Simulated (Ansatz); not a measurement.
Start from SnO$_{2}$ in the rutile structure (space group P4_2/mnm, No. 136; a = 4.722 Å, c = 3.190 Å).

Perturbation: every lattice vector is shortened by 0.60 %; the atoms relax in the strained cell.

Calculations: LDA/PAW in Ansatz (a quantum-chemistry and plane-wave program), no SOC.

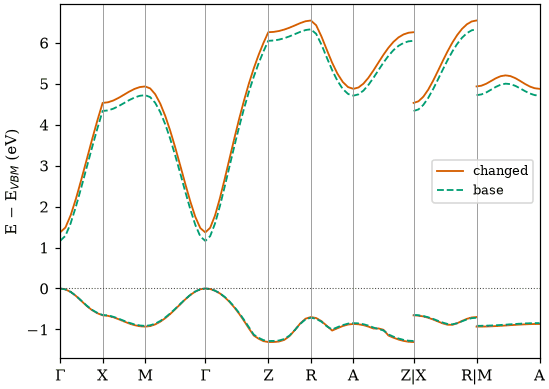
Figure. Highest valence and lowest conduction band along the path, each from its own valence-band maximum

Question: From the figure, how large is the changed gap, and is it direct?

Answer: About 1.4 eV, direct at Γ.

Stability against distortions was not tested.
